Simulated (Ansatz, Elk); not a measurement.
**Bonding as seen by X-rays: ZnTeF6**

The structure of ZnTeF6 used here is made up (a known structure type with other elements) and was relaxed beforehand with PBE. The aim is the Fourier transform of its all-electron density, F(hkl), set beside the sum over free spherical atoms that refinements use.

Calculated with Elk 11.2.3 (patched build); DFT, PBE, all-electron APW+lo, Dirac cores, scalar-relativistic bands, static density, no spin.

The structure was built from a prototype and need not be the compound's stable phase.

### 1. The starting structure

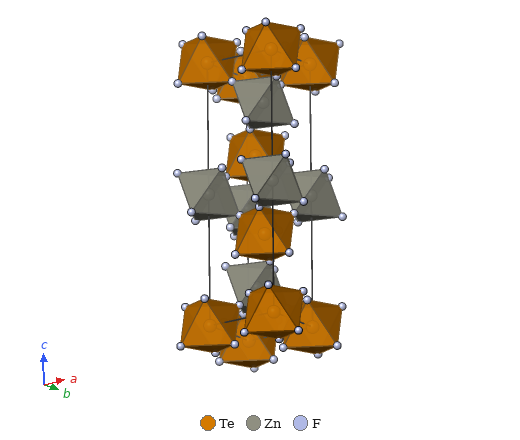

Start, viewed slightly off an axis; tellurium orange, zinc grey, fluorine light blue. This picture shows the conventional cell, with its axes. Some periodic images of atoms are drawn too.

### 2. Ground state and structure factors

An all-electron density is needed, since X-rays see the cores too. Task 0 finds the density and task 195 Fourier-transforms it; tshift is off so that phases refer to the origin typed.

File elk.in:

```
tasks
  0
  195

xctype
  20

spinpol
  .false.

rgkmax
  7.0

gmaxvr
  14.0

lmaxo
  7

lmaxapw
  8

swidth
  0.002

tshift
  .false.

ramdisk
  .false.

hmaxvr
  5.5

maxscl
  120

epspot
  1e-06

sppath
  './'

avec
  5.29503356054 3.05708905155 9.07423609253
  -5.29503356054 3.05708905155 9.07423609253
  -0.00000000000 -6.11417810309 9.07423609253

atoms
  3
  'Te.in'
  1
  -0.0000000000 0.0000000000 -0.0000000000   0.000000 0.000000 0.000000
  'Zn.in'
  1
  0.5000000000 0.5000000000 0.5000000000   0.000000 0.000000 0.000000
  'F.in'
  6
  0.7469750861 0.1610688605 0.3438310868   0.000000 0.000000 0.000000
  0.6561689132 0.2530249139 0.8389311395   0.000000 0.000000 0.000000
  0.8389311395 0.6561689132 0.2530249139   0.000000 0.000000 0.000000
  0.2530249139 0.8389311395 0.6561689132   0.000000 0.000000 0.000000
  0.1610688605 0.3438310868 0.7469750861   0.000000 0.000000 0.000000
  0.3438310868 0.7469750861 0.1610688605   0.000000 0.000000 0.000000

ngridk
  5 5 5
```

Run with:

```
$ OMP_NUM_THREADS=4 elk
```

Numbers of over 12 decimals in the logs are rounded to 6 here.

What it wrote:

```text
┌─────────────────────────┐
│ Elk code version 11.2.3 │
└─────────────────────────┘

All units are atomic (Hartree, Bohr, etc.)

┌─────────────────────────────────────────────────┐
│ Ground-state run starting from atomic densities │
└─────────────────────────────────────────────────┘

Lattice vectors :
   5.295033561       3.057089052       9.074236093
  -5.295033561       3.057089052       9.074236093
  -0.000000000      -6.114178103       9.074236093

Reciprocal lattice vectors :
  0.5933092997      0.3425472839      0.2308067678
 -0.5933092997      0.3425472839      0.2308067678
  0.1227192707E-16 -0.6850945678      0.2308067678

Unit cell volume      :    881.3291439
Brillouin zone volume :   0.2814501428

Muffin-tin inner radius fraction :   0.1000000000E-01

Nuclei treated as point charges

Species : 1 (Te)
 parameters loaded from : Te.in
 name : tellurium
 nuclear charge    :   -52.00000000
 electronic charge :    52.00000000
 atomic mass :    232600.5708
 muffin-tin radius :    2.212163797
 number of radial points in muffin-tin :   1193
 inner part over the whole radius :   0.9922664984E-02
 number on inner part of muffin-tin    :    847
 approximate nuclear radius :   0.8944870508E-04
 number of mesh points to nuclear radius :    434
 atomic positions (lattice), magnetic fields (Cartesian) :
  1 :   0.00000000  0.00000000  0.00000000    0.00000000  0.00000000  0.00000000

Species : 2 (Zn)
 parameters loaded from : Zn.in
 name : zinc
 nuclear charge    :   -30.00000000
 electronic charge :    30.00000000
 atomic mass :    119233.3130
 muffin-tin radius :    2.248103531
 number of radial points in muffin-tin :    993
 inner part over the whole radius :   0.9878218912E-02
 number on inner part of muffin-tin    :    700
 approximate nuclear radius :   0.7484757725E-04
 number of mesh points to nuclear radius :    339
 atomic positions (lattice), magnetic fields (Cartesian) :
  1 :   0.50000000  0.50000000  0.50000000    0.00000000  0.00000000  0.00000000

Species : 3 (F)
 parameters loaded from : F.in
 name : fluorine
 nuclear charge    :   -9.000000000
 electronic charge :    9.000000000
 atomic mass :    34631.97045
 muffin-tin radius :    1.593965784
 number of radial points in muffin-tin :    593
 inner part over the whole radius :   0.9906545808E-02
 number on inner part of muffin-tin    :    407
 approximate nuclear radius :   0.5278478738E-04
 number of mesh points to nuclear radius :    177
 atomic positions (lattice), magnetic fields (Cartesian) :
  1 :  -0.25302491  0.16106886  0.34383109    0.00000000  0.00000000  0.00000000
  2 :  -0.34383109  0.25302491 -0.16106886    0.00000000  0.00000000  0.00000000
  3 :  -0.16106886 -0.34383109  0.25302491    0.00000000  0.00000000  0.00000000
  4 :   0.25302491 -0.16106886 -0.34383109    0.00000000  0.00000000  0.00000000
  5 :   0.16106886  0.34383109 -0.25302491    0.00000000  0.00000000  0.00000000
  6 :   0.34383109 -0.25302491  0.16106886    0.00000000  0.00000000  0.00000000

Total number of atoms per unit cell :    8
Total muffin-tin volume :    194.7219192
 ratio of muffin-tin to unit cell volume :   0.2209412007

Spin treatment :
 spin-unpolarised

Number of Bravais lattice symmetries :   12
Number of crystal symmetries         :    6
Crystal has inversion symmetry
Real symmetric eigensolver will be used

k-point grid :      5     5     5
k-point offset :    0.000000000       0.000000000       0.000000000
k-point set is reduced with full crystal symmetry group
Total number of k-points :       23

Muffin-tin radius times maximum |G+k| :    7.000000000
 using average radius
Maximum |G+k| for APW functions       :    3.993136930
Maximum (1/2)|G+k|²                   :    7.972571270
Maximum |G| for potential and density :    14.00000000
Constant for pseudocharge density :    8
 order of it for each species :   15  15  15
 order of it for pair densities of each species (exact exchange by exxq0 0: 16) :   15  15   7
Radial integration step length :    1

[...]
electron entropic           :    -0.45844542939674E-11
 total energy                :     -9193.5455689237

Density of states at Fermi energy :   0.4953926996E-07
 (states/Hartree/unit cell)

Estimated indirect band gap :   0.1529839585
 from k-point 20 to k-point 22
Estimated direct band gap   :   0.1732133783
 at k-point 23

Charges :
 core                        :    60.00000000
 valence                     :    76.00000000
 interstitial                :    9.061621389
 muffin-tins (core leakage)
  species : 1 (Te)
[...]
species : 2 (Zn)
[...]
species : 3 (F)
[...]
total in muffin-tins        :    126.9383786
 total calculated charge     :    135.9969173
 total charge                :    136.0000000
 error                       :   0.3082665848E-02

RMS change in Kohn-Sham potential (target) :   0.9539933307     (  0.1000000000E-05)
Absolute change in total energy (target)   :   0.3093739503     (  0.1000000000E-03)

[... loops 3 to 14 left out ...]

┌──────────────────┐
│ Loop number : 15 │
└──────────────────┘

Energies :
 Fermi                       :     0.36323461901509E-01
 sum of occupied eigenvalues :     -5476.1598620128
 electron kinetic            :      9615.7077921374
 core electron kinetic       :      9082.5410552005
 Coulomb                     :     -18497.966213805
 Coulomb potential           :     -14688.406721275
 nuclear-nuclear             :     -839.37648914719
 electron-nuclear            :     -20644.684890440
 Hartree                     :      2986.0951657821
 Madelung                    :     -11153.762853168
 xc potential                :     -403.46093287558
 exchange                    :     -304.09895938748
 correlation                 :     -6.122145
 electron entropic           :    -0.45800221253660E-11
 total energy                :     -9192.4795263018

Density of states at Fermi energy :   0.4953849399E-07
 (states/Hartree/unit cell)

Estimated indirect band gap :   0.1254169658
 from k-point 20 to k-point 3
Estimated direct band gap   :   0.1464228945
 at k-point 11

Charges :
 core                        :    60.00000000
 valence                     :    76.00000000
 interstitial                :    9.866027418
 muffin-tins (core leakage)
  species : 1 (Te)
[...]
species : 2 (Zn)
[...]
species : 3 (F)
[...]
total in muffin-tins        :    126.1339726
 total calculated charge     :    135.9971038
 total charge                :    136.0000000
 error                       :   0.2896174811E-02

RMS change in Kohn-Sham potential (target) :   0.4962827552E-06 (  0.1000000000E-05)
Absolute change in total energy (target)   :   0.6724781633E-04 (  0.1000000000E-03)

Convergence targets achieved

┌──────────────────┐
│ Loop number : 16 │
└──────────────────┘

Energies :
 Fermi                       :     0.36323529415007E-01
 sum of occupied eigenvalues :     -5476.1598595810
 electron kinetic            :      9615.7078121945
 core electron kinetic       :      9082.5410656277
 Coulomb                     :     -18497.966229589
 Coulomb potential           :     -14688.406734866
 nuclear-nuclear             :     -839.37648914719
 electron-nuclear            :     -20644.684907941
 Hartree                     :      2986.0951675000
 Madelung                    :     -11153.762862156
 xc potential                :     -403.46093690985
 exchange                    :     -304.09895977694
 correlation                 :     -6.122145
 electron entropic           :    -0.45800212091129E-11
 total energy                :     -9192.4795223989

Density of states at Fermi energy :   0.4953849859E-07
 (states/Hartree/unit cell)

Estimated indirect band gap :   0.1254169812
 from k-point 20 to k-point 3
Estimated direct band gap   :   0.1464229066
 at k-point 11

Charges :
 core                        :    60.00000000
 valence                     :    76.00000000
 interstitial                :    9.866027158
 muffin-tins (core leakage)
  species : 1 (Te)
[...]
species : 2 (Zn)
[...]
species : 3 (F)
[...]
atom 4                    :    8.204976592     ( -0.2691250205E-06)
   atom 5                    :    8.204976592     ( -0.2691250205E-06)
   atom 6                    :    8.204976592     ( -0.2691250205E-06)
 total in muffin-tins        :    126.1339728
 total calculated charge     :    135.9971038
 total charge                :    136.0000000
 error                       :   0.2896174548E-02

┌──────────────────────────────┐
│ Self-consistent loop stopped │
└──────────────────────────────┘

Warning : core states of species 1 leak from the muffin-tin :   0.3369675251E-02

Warning : core states of species 2 leak from the muffin-tin :   0.2015980271E-03

Wrote STATE.OUT
```

Elapsed: 1.7 min, on 4 threads of Intel Xeon Platinum 8488C (Sapphire Rapids), shared host; peak memory 0.37 GiB; 5.3 min of CPU time.

SFACRHO.OUT:

```text

h k l indices transformed by vhmat matrix:
   1.000000000       0.000000000       0.000000000    
   0.000000000       1.000000000       0.000000000    
   0.000000000       0.000000000       1.000000000    

      h      k      l  multipl.   |H|            Re(F)            Im(F)           |F|

      0      0      0      1   0.0000000       136.00001      0.93092208E-15   136.00001    
      1      1      1      2  0.69242030       19.322213      0.14524192E-13   19.322213    
      1      0      0      6  0.72292899       19.040347      0.14524192E-13   19.040347    
      1      1      0      6  0.82610025       84.051639     -0.35928265E-13   84.051639    
      1      2      1      6   1.1496533       58.321195     -0.18848006E-13   58.321195    
      0      1     -1      6   1.1866186       49.419923     -0.10319821E-13   49.419923    
      2      1      2      6   1.3420688       17.830415      0.15288624E-13   17.830415    
     -1      0     -2      6   1.3738667      -9.3991954     -0.54274614E-13   9.3991954    
     -1     -2      0      6   1.3738667       44.467462     -0.76443118E-14   44.467462    
     -2     -2     -2      2   1.3848406       24.811570      0.37027135E-14   24.811570    
     -1     -1      1      6   1.3894927       17.712815     -0.16435270E-13   17.712815    
      0      0     -2      6   1.4458580       40.395881      0.16053055E-13   40.395881    
     -2      0     -2      6   1.6522005       83.270217      0.57857885E-13   83.270217    
     -3     -2     -2      6   1.7548991       16.799261     -0.96318328E-13   16.799261    
      3      1      1      6   1.7914275       16.146104      0.89629556E-13   16.146104    
      1      3      2      6   1.8236905       73.582223     -0.18346348E-13   73.582223    
      1      2      3      6   1.8236905       72.674135     -0.15288624E-13   72.674135    
     -2      0      1      6   1.8272257       1.7060931     -0.12422007E-14   1.7060931
```

Elk indexes on the primitive cell of elk.in and gives |H| = 4π sin θ/λ in inverse bohr. Below, one row stands for each form hkl of the conventional cell (m members, Friedel mates merged), F is for one primitive cell and the density is static (no thermal factor). Free-atom factors are Waasmaier and Kirfel's, and R is Σm||F|−|F'||/Σm|F|.

```
   hkl  m  sin θ/λ (Å⁻¹)  abs F, DFT  neutral atoms   diff.
   003  2          0.104      19.322         19.535  -0.213
   101  6          0.109      19.040         19.247  -0.207
   012  6          0.124      84.052         84.476  -0.424
   104  6          0.173      58.321         58.867  -0.546
   110  6          0.178      49.420         50.082  -0.662
   015  6          0.202      17.830         17.683  +0.147
2 -1 3  6          0.207       9.399          8.967  +0.432
   113  6          0.207      44.468         43.720  +0.748
   006  2          0.208      24.812         25.719  -0.908
   021  6          0.209      17.713         17.570  +0.143
   202  6          0.217      40.396         40.915  -0.519
   024  6          0.248      83.270         82.700  +0.570
   107  6          0.264      16.799         16.638  +0.161
   205  6          0.269      16.146         15.951  +0.195
2 -1 6  6          0.274      73.582         73.373  +0.209
   116  6          0.274      72.674         72.346  +0.328
3 -1 1  6          0.275       1.706          1.717  -0.011
   211  6          0.275      31.610         31.275  +0.334
```

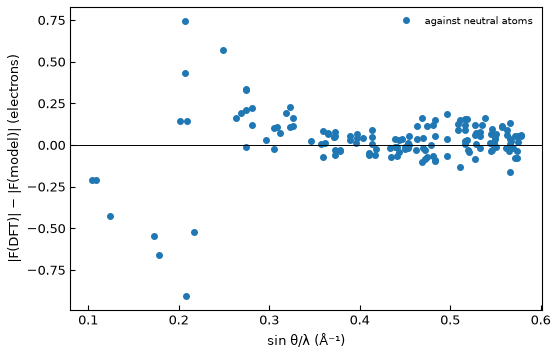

Difference between the calculated structure factors and the independent-atom ones.

### 3. The highest occupied states alone

An energy window below the Fermi level keeps the highest occupied states, to see at which angles they scatter; shallow core shells can lie inside it and anion s states outside. No new self-consistency is needed.

elk.in, as its differences from that of step 2:

```diff
@@ -1,3 +1,2 @@
 tasks
-  0
   195
@@ -40,2 +39,5 @@
 
+wsfac
+  -0.514920 0.336320
+
 sppath
```

Run with:

```
$ OMP_NUM_THREADS=4 elk
```

What it wrote:

```text
┌─────────────────────────────────┐
│ Elk code version 11.2.3 started │
└─────────────────────────────────┘

Info(readinput): the functional depends on the density's gradient
 muffin-tin radial points multiplied by    2.00000
 (not where nrmtscf is given)

┌────────────────────┐
│ Current task : 195 │
└────────────────────┘
Info(checkmt): changed muffin-tin radius of species 1 (Te) from   2.6000 to   2.2122
Info(checkmt): changed muffin-tin radius of species 2 (Zn) from   2.4000 to   2.2481
Info(checkmt): changed muffin-tin radius of species 3 (F) from   2.0000 to   1.5940

Info(sfacrho): density structure factors written to SFACRHO.OUT

 Energy window :  -0.5149200000      0.3363200000

┌──────────────────┐
│ Elk code stopped │
└──────────────────┘
```

The job ended after 18 s (4 threads; peak memory 0.22 GiB).

States within 15 eV below the Fermi level hold 48.00 electrons; any levels below the window count with the cores. Their amplitudes can exceed the total, where window and core parts have opposite phase:

```
   hkl  sin θ/λ (Å⁻¹)  abs F, window  abs F, all
   003          0.104          7.642      19.322
   101          0.109          7.736      19.040
   012          0.124         17.422      84.052
   104          0.173          3.873      58.321
   110          0.178          0.817      49.420
   015          0.202          6.677      17.830
2 -1 3          0.207         20.638       9.399
   113          0.207          7.176      44.468
   006          0.208         12.677      24.812
   021          0.209          6.560      17.713
```

### 4. Another functional

The difference from free atoms is small, so it is set against the change that PBEsol makes.

elk.in, as its differences from that of step 3:

```diff
@@ -1,2 +1,3 @@
 tasks
+  0
   195
@@ -4,3 +5,3 @@
 xctype
-  20
+  22
 
@@ -39,5 +40,2 @@
 
-wsfac
-  -0.514920 0.336320
-
 sppath
```

Run with:

```
$ OMP_NUM_THREADS=4 elk
```

What it wrote:

```text
┌─────────────────────────┐
│ Elk code version 11.2.3 │
└─────────────────────────┘

All units are atomic (Hartree, Bohr, etc.)

┌─────────────────────────────────────────────────┐
│ Ground-state run starting from atomic densities │
└─────────────────────────────────────────────────┘

Lattice vectors :
   5.295033561       3.057089052       9.074236093
  -5.295033561       3.057089052       9.074236093
  -0.000000000      -6.114178103       9.074236093

Reciprocal lattice vectors :
  0.5933092997      0.3425472839      0.2308067678
[...]
species : 3 (F)
[...]
atom 5                    :    8.189641061     ( -0.2688048473E-06)
   atom 6                    :    8.189641061     ( -0.2688048473E-06)
 total in muffin-tins        :    126.0619728
 total calculated charge     :    135.9970515
 total charge                :    136.0000000
 error                       :   0.2948454819E-02

┌──────────────────────────────┐
│ Self-consistent loop stopped │
└──────────────────────────────┘

Warning : core states of species 1 leak from the muffin-tin :   0.3412257352E-02

Warning : core states of species 2 leak from the muffin-tin :   0.2064001064E-03

Wrote STATE.OUT
[key lines of the parts left out:]
total energy                :     -9186.4431016772
```

Wall time 74 s (4 threads); peak memory 0.37 GiB; 4 min of CPU time.

Against the first run R = 0.05 %; the largest change is -0.074 at 024.

### 5. Basis size

The basis and the expansions that go with it are enlarged, to see whether the differences are converged.

elk.in, as its differences from that of step 4:

```diff
@@ -5,3 +5,3 @@
 xctype
-  22
+  20
 
@@ -11,12 +11,12 @@
 rgkmax
-  7.0
+  8.5
 
 gmaxvr
-  14.0
+  18.0
 
 lmaxo
-  7
+  9
 
 lmaxapw
-  8
+  10
```

Run with:

```
$ OMP_NUM_THREADS=4 elk
```

What it wrote:

```text
┌─────────────────────────┐
│ Elk code version 11.2.3 │
└─────────────────────────┘

All units are atomic (Hartree, Bohr, etc.)

┌─────────────────────────────────────────────────┐
│ Ground-state run starting from atomic densities │
└─────────────────────────────────────────────────┘

Lattice vectors :
   5.295033561       3.057089052       9.074236093
  -5.295033561       3.057089052       9.074236093
  -0.000000000      -6.114178103       9.074236093

Reciprocal lattice vectors :
  0.5933092997      0.3425472839      0.2308067678
[...]
species : 3 (F)
[...]
atom 5                    :    8.211051525     ( -0.2691194441E-06)
   atom 6                    :    8.211051525     ( -0.2691194441E-06)
 total in muffin-tins        :    126.1718311
 total calculated charge     :    135.9960010
 total charge                :    136.0000000
 error                       :   0.3998995752E-02

┌──────────────────────────────┐
│ Self-consistent loop stopped │
└──────────────────────────────┘

Warning : core states of species 1 leak from the muffin-tin :   0.3368851301E-02

Warning : core states of species 2 leak from the muffin-tin :   0.2015528474E-03

Wrote STATE.OUT
[key lines of the parts left out:]
total energy                :     -9192.5059715933
```

Wall time 6.7 min (4 threads); peak memory 0.85 GiB.

Against the first run R = 0.01 %; the largest change is +0.015 at 137.

### 6. Settings against the effect

```
                              run  R against the first run (%)  R against neutral atoms, low angle (%)  wall time
                    PBE, rgkmax 7                         0.00                                    0.77    1.7 min
                           PBEsol                         0.05                                    0.72       74 s
rgkmax 8.5 with larger expansions                         0.01                                    0.78    6.7 min
```

### 7. Results

* R against neutral atoms, sin θ/λ < 0.3 Å⁻¹: 0.77 %
* R against neutral atoms, 0.3 to 0.58 Å⁻¹: 0.22 %

In words: Independent neutral atoms miss the calculated amplitudes by R = 0.77 % below 0.3 Å⁻¹ and 0.22 % from there to 0.58 Å⁻¹; by shells, 0.64 % below 0.15 Å⁻¹ (3 forms), 0.79 % 0.15 to 0.3 (18 forms), 0.19 % 0.3 to 0.45 (46 forms), 0.24 % above 0.45 (82 forms). Bonding, aspherical density and the tables' own atoms all enter these figures, and the runs don't part them. The largest change of an amplitude is -0.91 electrons, at 006. The window's part falls from 48.0 electrons at the origin to at most 6.22 between 0.45 and 0.58 Å⁻¹, where compact states inside the window still scatter. Below 0.3 Å⁻¹ the changes that finished (PBEsol and rgkmax 8.5 with larger expansions) move F by R = 0.07 % at most, against the 0.77 % that separates it from free atoms. The k-mesh has no finished test. Part of the difference isn't bonding: the tables are fits to free atoms and ions calculated by other methods than this functional. Thermal motion, anomalous dispersion and extinction are left out.

[Logs are printed without paths, hosts, clocks, repeated set-up lines and the standing remarks that a program may print on its own settings, such as how far it seeks lower states.]

[Hosts, paths, dates, database ids (printed as entryN), source tags and the programs' standing remarks are cut or masked in the printed files.]
